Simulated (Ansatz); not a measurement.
**Sn(OMe)H3 (CH6OSn): one molecule under many settings**

How do the results and run time of Sn(OMe)H3 (CH6OSn) respond when the settings are drawn wide?

Computed with Ansatz 0.2.0, Gaussian basis. Level: the settings change from run to run.

1 further run of the same task is left out (set aside as unsound or not needed).

### 1 The relaxed structure

The structure was relaxed beforehand with r2SCAN-D4 in a triple-zeta def2 set. Sn takes a core potential in def2 sets; no spin-orbit term is included.

9 atoms, charge 0, spin multiplicity 1.

Atoms are counted from 1 here; the program's logs count them from 0.

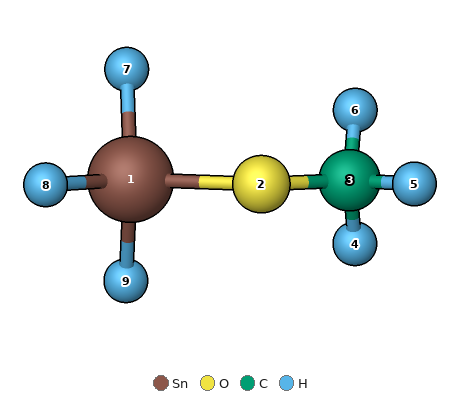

The geometry (tin brown, oxygen yellow, carbon teal, hydrogen blue); atoms are numbered from 1 in the order of the file.

Coordinates:

```xyz
9
charge 0, multiplicity 1
Sn   -0.3754    0.6033   -1.2768
O    -0.3348    0.5534    0.6964
C     0.3310   -0.5302    1.3139
H    -0.1179   -1.5013    1.0570
H     0.2538   -0.4021    2.3978
H     1.3995   -0.5698    1.0547
H     1.2462    0.6369   -1.8177
H    -1.2347    2.0265   -1.6203
H    -1.1676   -0.8169   -1.8049
```

### 2 B2PLYP/def2-mTZVPP

This run has charge +1, multiplicity 2, a grid of angular degree 47.

File in.yaml:

```yaml
crystal:
  periodic: [false, false, false]
  atoms:
    - {symbol: Sn, position_ang: [-0.375439, 0.603338, -1.276840]}
    - {symbol: O, position_ang: [-0.334822, 0.553440, 0.696367]}
    - {symbol: C, position_ang: [0.330952, -0.530167, 1.313942]}
    - {symbol: H, position_ang: [-0.117929, -1.501275, 1.056955]}
    - {symbol: H, position_ang: [0.253806, -0.402080, 2.397797]}
    - {symbol: H, position_ang: [1.399479, -0.569760, 1.054697]}
    - {symbol: H, position_ang: [1.246230, 0.636881, -1.817724]}
    - {symbol: H, position_ang: [-1.234684, 2.026517, -1.620302]}
    - {symbol: H, position_ang: [-1.167584, -0.816893, -1.804883]}
basis:
  gaussian: {orbitals: def2-mTZVPP, final_grid: {core_spheres: 20, valence_spheres: 16, degree: 47}}
total_charge: 1
magnetization: {spin_polarized: true, initial_magnetization: 1}
hamiltonian: {xc: {name: B2PLYP}}
scf: {omitted_lower_state_checks: [starts]}
```

Launch:

```bash
$ ansatz run in.yaml --threads 4 --pin off --events-out ev --progress --plain --max-ram 3916MiB
```

Log:

```text
Functional definition: B2PLYP
  name "B2PLYP"
  cite "Grimme, J. Chem. Phys. 124, 034108 (2006) doi:10.1063/1.2148954"
  cite "Becke, Phys. Rev. A 38, 3098 (1988) doi:10.1103/PhysRevA.38.3098"
  cite "Lee, Yang & Parr, Phys. Rev. B 37, 785 (1988) doi:10.1103/PhysRevB.37.785"
  parameter a = 0.53
  parameter c = 0.27
  exchange = (1 - a)*b88_x + a*exact_x
  correlation = (1 - c)*lyp_c + c*(mp2_os + mp2_ss)
these checks for a lower state are left out or cut short: starts
1108 factors; integrals over basis functions are off by at most 1.2e-3 eV
mean field evaluation 1: about -8974.0221 eV, gradient 5.8e1 eV
mean field evaluation 2: about -8974.0238 eV, gradient 5.8e1 eV
mean field evaluation 4: about -8985.9171 eV, gradient 1.9e1 eV
mean field evaluation 8: about -8989.3098 eV, gradient 4.2e0 eV
mean field evaluation 16: about -8989.4881 eV, gradient 2.9e-3 eV
mean field -8989.48814624 eV, -330.3575960805 hartree, gradient 1.4e-6 eV, S^2 0.758517; 0 other end points of the search recorded, 0 dependent functions left out
6 core orbitals not correlated: weight in the atoms' cores, before any rotation towards them, 1.000 or more for the frozen orbitals, at most 0.000 for the correlated occupied ones
reference -8989.48831242 eV, -330.3576021875 hartree; 15, 14 occupied and 88, 89 virtual orbitals, 1108 factors
second order -15.86064157 eV of doubles, -0.00000000 eV of singles
Total energy: -8993.77068565 eV, -330.5149765008 hartree
Checks for a lower state left out: starts
```

It took 19 s on 4 threads of Intel Xeon at 2.50GHz, shared host.

⟨S²⟩ 0.759.

### 3 PBE0/def2-TZVP

in.yaml, as its differences from that of step 2:

```diff
@@ -13,6 +13,5 @@
 basis:
-  gaussian: {orbitals: def2-mTZVPP, final_grid: {core_spheres: 20, valence_spheres: 16, degree: 47}}
-total_charge: 1
-magnetization: {spin_polarized: true, initial_magnetization: 1}
-hamiltonian: {xc: {name: B2PLYP}}
+  gaussian: {orbitals: def2-TZVP}
+hamiltonian: {xc: {name: PBE0}}
 scf: {omitted_lower_state_checks: [starts]}
+output: {forces: true}
```

Same command.

Log, cut to the lines that bear on the results:

```text
Functional definition: PBE0
  name "PBE0"
  cite "Adamo & Barone, J. Chem. Phys. 110, 6158 (1999) doi:10.1063/1.478522"
  cite "Perdew, Burke & Ernzerhof, Phys. Rev. Lett. 77, 3865 (1996) doi:10.1103/PhysRevLett.77.3865"
  parent pbe
[...]
1056 factors; their error is unknown
[...]
mean field -9010.43909641 eV, -331.1275292979 hartree, gradient 2.3e-5 eV, S^2 0.000000; 0 other end points of the search recorded, 0 dependent functions left out
[...]
reference -9010.43913371 eV, -331.1275306689 hartree; 21, 21 occupied and 127, 127 virtual orbitals, 1056 factors
Total energy: -9010.43913371 eV, -331.1275306689 hartree
Atom 0 at    -0.375439     0.603338    -1.276840 Å, force    -0.004327     0.008129     0.116948 eV/Å
Atom 1 at    -0.334822     0.553440     0.696367 Å, force     0.171093    -0.279477     0.008680 eV/Å
Atom 2 at     0.330952    -0.530167     1.313942 Å, force    -0.144439     0.235022    -0.110963 eV/Å
Atom 3 at    -0.117929    -1.501275     1.056955 Å, force     0.011376     0.028425     0.011306 eV/Å
Atom 4 at     0.253806    -0.402080     2.397797 Å, force     0.007473    -0.011781    -0.007957 eV/Å
Atom 5 at     1.399479    -0.569760     1.054697 Å, force    -0.030561     0.002131     0.010897 eV/Å
Atom 6 at     1.246230     0.636881    -1.817724 Å, force    -0.007774     0.002720    -0.005116 eV/Å
Atom 7 at    -1.234684     2.026517    -1.620302 Å, force    -0.004505     0.007028    -0.018625 eV/Å
Atom 8 at    -1.167584    -0.816893    -1.804883 Å, force     0.001664     0.007803    -0.005172 eV/Å
Dipole moment:     0.085248    -0.141347    -0.253049 e Å
Checks for a lower state left out: starts
```

It took 8 s on 4 threads of Intel Xeon at 2.50GHz, shared host.

Largest force 0.328 eV/Å, dipole 1.45 D.

### 4 RPBE/def2-mTZVPP

Options: atoms shaken by 0.03 Å, a grid of angular degree 23, D4 dispersion.

File in.yaml:

```yaml
crystal:
  periodic: [false, false, false]
  atoms:
    - {symbol: Sn, position_ang: [-0.375059, 0.659423, -1.241560]}
    - {symbol: O, position_ang: [-0.363023, 0.581203, 0.710630]}
    - {symbol: C, position_ang: [0.318129, -0.571502, 1.312538]}
    - {symbol: H, position_ang: [-0.137036, -1.482293, 1.078243]}
    - {symbol: H, position_ang: [0.208808, -0.319877, 2.445682]}
    - {symbol: H, position_ang: [1.419368, -0.544584, 1.068490]}
    - {symbol: H, position_ang: [1.260541, 0.675414, -1.805916]}
    - {symbol: H, position_ang: [-1.207773, 2.026949, -1.587308]}
    - {symbol: H, position_ang: [-1.166413, -0.859003, -1.790835]}
basis:
  gaussian: {orbitals: def2-mTZVPP, final_grid: {core_spheres: 8, valence_spheres: 7, degree: 23}}
hamiltonian: {xc: {name: RPBE}, dispersion: d4}
```

The command is unchanged.

Log:

```text
Functional definition: RPBE
  name "RPBE"
  cite "Hammer, Hansen & Nørskov, Phys. Rev. B 59, 7413 (1999) doi:10.1103/PhysRevB.59.7413"
  cite "Perdew, Burke & Ernzerhof, Phys. Rev. Lett. 77, 3865 (1996) doi:10.1103/PhysRevLett.77.3865"
  parameter kappa = 0.804
  parameter beta = 0.06672455060314922
  exchange = rpbe_x(kappa = kappa, mu = beta*pi^2/3)
  correlation = pbe_c(beta = beta)
1060 factors; their error is unknown
mean field evaluation 1: about -9007.0328 eV, gradient 6.3e1 eV
mean field evaluation 2: about -8890.0967 eV, gradient 1.9e2 eV
mean field evaluation 4: about -9014.2044 eV, gradient 2.0e1 eV
mean field evaluation 8: about -9014.9635 eV, gradient 6.0e-2 eV
mean field evaluation 16: about -9014.9476 eV, gradient 1.4e-5 eV
mean field -9014.94755693 eV, -331.2932121661 hartree, gradient 1.4e-5 eV, S^2 0.000000; 0 other end points of the search recorded, 0 dependent functions left out
reference -9014.94761277 eV, -331.2932142182 hartree; 21, 21 occupied and 88, 88 virtual orbitals, 1060 factors
Total energy: -9015.47242976 eV, -331.3125008868 hartree
```

It took 3.2 s on 4 threads of Intel Xeon at 2.50GHz, shared host.

### 5 All runs side by side

```
             level  charge  multiplicity  geometry  functions  energy (eV)   time
B2PLYP/def2-mTZVPP       1             2   relaxed        109    -8993.771   19 s
    PBE0/def2-TZVP       0             1   relaxed        148    -9010.439    8 s
  RPBE/def2-mTZVPP       0             1    shaken        109    -9015.472  3.2 s
```

### 6 Summary of results

| quantity | value |
| --- | --- |
| runs | 3 |
| quickest | RPBE/def2-mTZVPP, 3.2 s |
| slowest | B2PLYP/def2-mTZVPP, 19 s |

What this shows: The runs differ in state or geometry as well as level, so their energies can't be set against each other. Run time spans a factor of 6, from RPBE/def2-mTZVPP to B2PLYP/def2-mTZVPP. The jobs differ in tasks and options as well as level. At the r2SCAN-D4/def2-TZVP geometry and in the same state, runs without warnings or point charges leave forces up to 0.33 eV/Å (PBE0/def2-TZVP).
